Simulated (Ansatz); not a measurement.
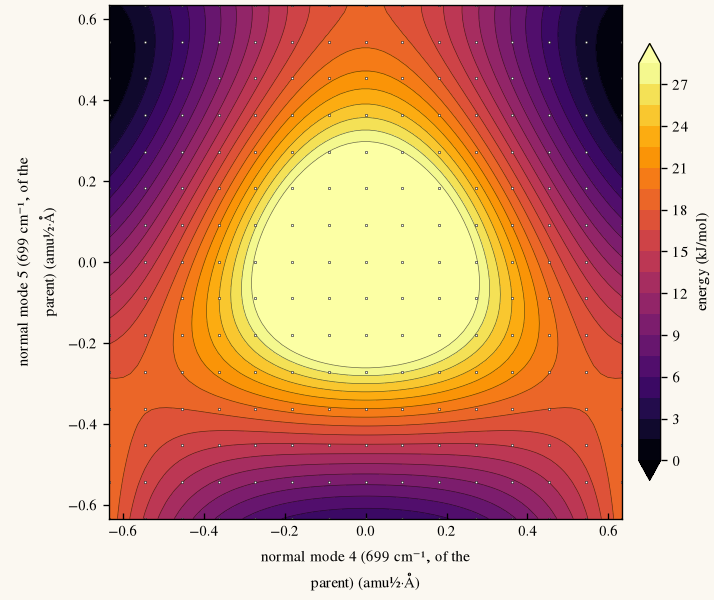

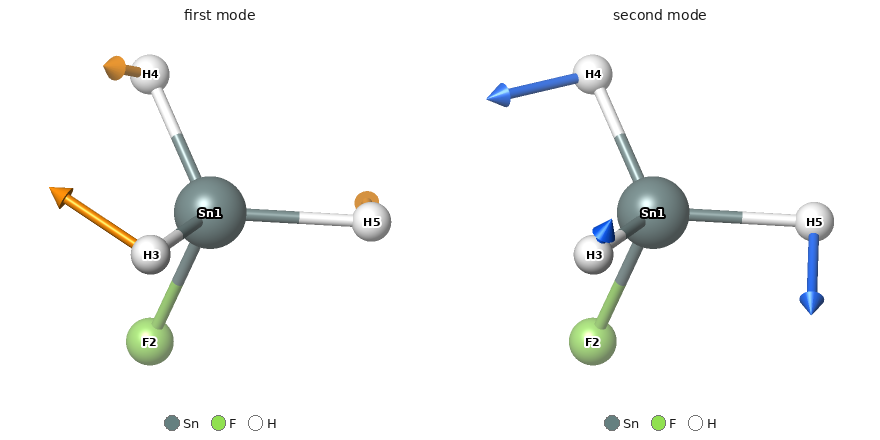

Energy landscape of FH₃Sn, charge +1, spin multiplicity 2. First axis: normal mode 4 (699 cm⁻¹, of the parent). Second axis: normal mode 5 (699 cm⁻¹, of the parent). Nothing is relaxed (straight displacements along the two mass-weighted modes). The scan uses a 15 × 15 grid; 120 points were computed and 105 follow by symmetry. Points are written as (first, second). All energies are given in kJ/mol relative to the lowest grid point. Near the degeneracy a single determinant is a rough description. Method: Ansatz, UKS PBE0-D4/def2-TZVP.

The picture shows filled contours, dots at the grid points, one colour for all values above the top of the scale. Between grid points the surface is interpolated. The second picture is the reference structure; its two panels give the patterns of the first and the second mode as arrows.

What does the map say about the system?

The lowest grid point is at (−0.635 amu½·Å, 0.544 amu½·Å). It lies at the edge of the scanned range, so the true minimum may lie outside. The energy also falls towards the edge at (0.000 amu½·Å, −0.635 amu½·Å) (4.8 kJ/mol above the lowest), where a further well may lie outside the range. The highest grid point, (0.000 amu½·Å, 0.000 amu½·Å), lies 49.7 kJ/mol above the lowest.

Grid values (kJ/mol):

| second ↓, first → | −0.635 | −0.544 | −0.453 | −0.363 | −0.272 | −0.181 | −0.091 | 0.000 | 0.091 | 0.181 | 0.272 | 0.363 | 0.453 | 0.544 | 0.635 |
| --- | --- | --- | --- | --- | --- | --- | --- | --- | --- | --- | --- | --- | --- | --- | --- |
| 0.635 | 1.0 | 2.9 | 5.6 | 8.9 | 12.3 | 15.3 | 17.4 | 18.2 | 17.4 | 15.3 | 12.3 | 8.9 | 5.6 | 2.9 | 1.0 |
| 0.544 | 0.0 | 2.2 | 5.3 | 9.0 | 12.7 | 16.0 | 18.4 | 19.2 | 18.4 | 16.0 | 12.7 | 9.0 | 5.3 | 2.2 | 0.0 |
| 0.453 | 0.1 | 2.7 | 6.1 | 10.2 | 14.3 | 18.0 | 20.6 | 21.6 | 20.6 | 18.0 | 14.3 | 10.2 | 6.1 | 2.7 | 0.1 |
| 0.363 | 1.1 | 4.0 | 7.8 | 12.3 | 16.8 | 21.0 | 24.1 | 25.2 | 24.1 | 21.0 | 16.8 | 12.3 | 7.8 | 4.0 | 1.1 |
| 0.272 | 2.8 | 6.1 | 10.2 | 15.0 | 20.1 | 24.9 | 28.5 | 29.9 | 28.5 | 24.9 | 20.1 | 15.0 | 10.2 | 6.1 | 2.8 |
| 0.181 | 5.2 | 8.6 | 12.9 | 18.0 | 23.6 | 29.2 | 33.8 | 35.6 | 33.8 | 29.2 | 23.6 | 18.0 | 12.9 | 8.6 | 5.2 |
| 0.091 | 8.0 | 11.3 | 15.7 | 20.9 | 26.8 | 33.2 | 39.3 | 42.2 | 39.3 | 33.2 | 26.8 | 20.9 | 15.7 | 11.3 | 8.0 |
| 0.000 | 10.9 | 13.9 | 18.0 | 23.0 | 28.8 | 35.3 | 42.3 | 49.7 | 42.3 | 35.3 | 28.8 | 23.0 | 18.0 | 13.9 | 10.9 |
| −0.091 | 13.6 | 16.1 | 19.6 | 23.9 | 28.9 | 34.2 | 39.4 | 42.4 | 39.4 | 34.2 | 28.9 | 23.9 | 19.6 | 16.1 | 13.6 |
| −0.181 | 16.0 | 17.6 | 20.1 | 23.3 | 26.9 | 30.6 | 33.6 | 34.9 | 33.6 | 30.6 | 26.9 | 23.3 | 20.1 | 17.6 | 16.0 |
| −0.272 | 17.8 | 18.3 | 19.6 | 21.4 | 23.5 | 25.6 | 27.1 | 27.7 | 27.1 | 25.6 | 23.5 | 21.4 | 19.6 | 18.3 | 17.8 |
| −0.363 | 18.9 | 18.1 | 18.0 | 18.5 | 19.3 | 20.1 | 20.8 | 21.0 | 20.8 | 20.1 | 19.3 | 18.5 | 18.0 | 18.1 | 18.9 |
| −0.453 | 19.3 | 17.2 | 15.9 | 15.1 | 14.8 | 14.8 | 14.8 | 14.8 | 14.8 | 14.8 | 14.8 | 15.1 | 15.9 | 17.2 | 19.3 |
| −0.544 | 19.3 | 16.0 | 13.5 | 11.8 | 10.6 | 9.9 | 9.5 | 9.4 | 9.5 | 9.9 | 10.6 | 11.8 | 13.5 | 16.0 | 19.3 |
| −0.635 | 19.1 | 14.8 | 11.3 | 8.8 | 6.9 | 5.7 | 5.0 | 4.8 | 5.0 | 5.7 | 6.9 | 8.8 | 11.3 | 14.8 | 19.1 |

Each point was launched as `ansatz run input.yaml --threads 1 --pin off --max-ram 2560MiB --backend cpu --events-out ev --progress --plain --runs-dir out`. Time for the 120 points that were run: 8 min on 1 thread of Intel(R) Xeon(R) Platinum 8488C (Sapphire Rapids), with other jobs on the host.
